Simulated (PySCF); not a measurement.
```xyz
14

O     3.1255   -0.5505   -0.5371
C     2.3077    0.2707   -0.3122
C     0.8501    0.0760   -0.1378
C     0.2692   -1.1610   -0.4042
C    -1.0933   -1.3247   -0.1688
C    -1.8728   -0.2588    0.2639
C    -1.3142    0.9779    0.5216
C     0.0499    1.1474    0.2963
F     0.6001    2.3344    0.4682
H     2.5637    1.3566   -0.2240
H     0.8762   -1.9933   -0.7286
H    -1.5215   -2.3119   -0.2836
H    -2.9405   -0.3925    0.3881
H    -1.9009    1.8291    0.8360
```

Geometry: GFN2-xTB.

Method: UKS B3LYP, pcH-1 on C F H O, non-relativistic, mean-field spin-orbit, GIAO (PySCF 2.14.0, density-fitted response routines).

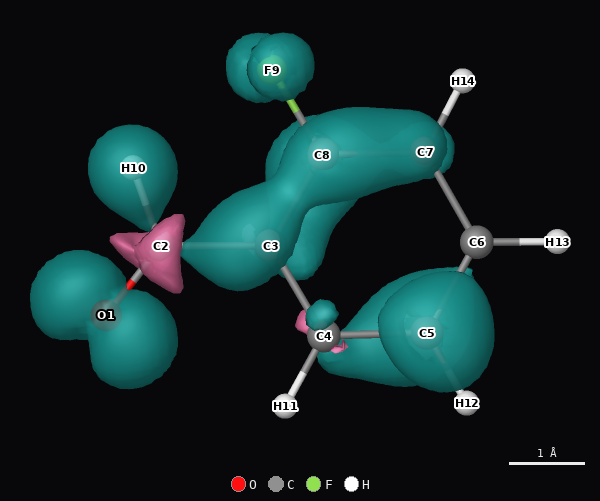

C7H5FO (SMILES O=C[C+]1[CH]C=CC=C1F) (charge +1, doublet). Isosurfaces of the spin density (α minus β) at +0.02 (teal) and −0.02 e/Å³ (pink), seen across its widest extent.

Question: Describe the spin distribution.

Answer: The unpaired spin (1 electron) lies mostly on O1 (about 0.3), C5 (about 0.2), C8 (about 0.1) and C3 (about 0.1), in electrons by Hirshfeld's partition.
